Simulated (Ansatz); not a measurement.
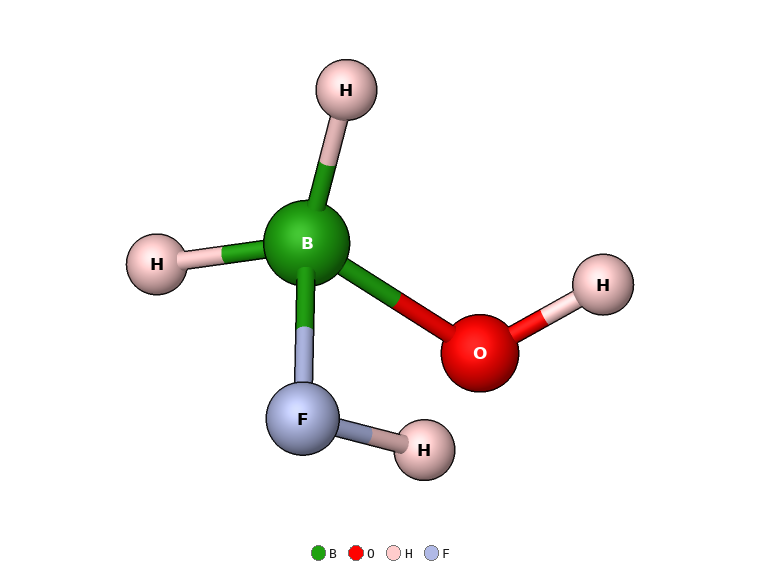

Sticks follow a distance rule. Harmonic vibrations computed with RKS PBE0-D4/def2-TZVP (Ansatz 0.2.0) at a stationary point of the same level.

Q: How many imaginary frequencies does it have?

A: A first-order saddle point: one imaginary frequency, 851i cm⁻¹.

Q: List the wavenumbers.

A: 15 modes: 851i, 530, 601, 773, 819, 827, 963, 1100, 1176, 1243, 1263, 2033, 2583, 2683, 3875 cm⁻¹.
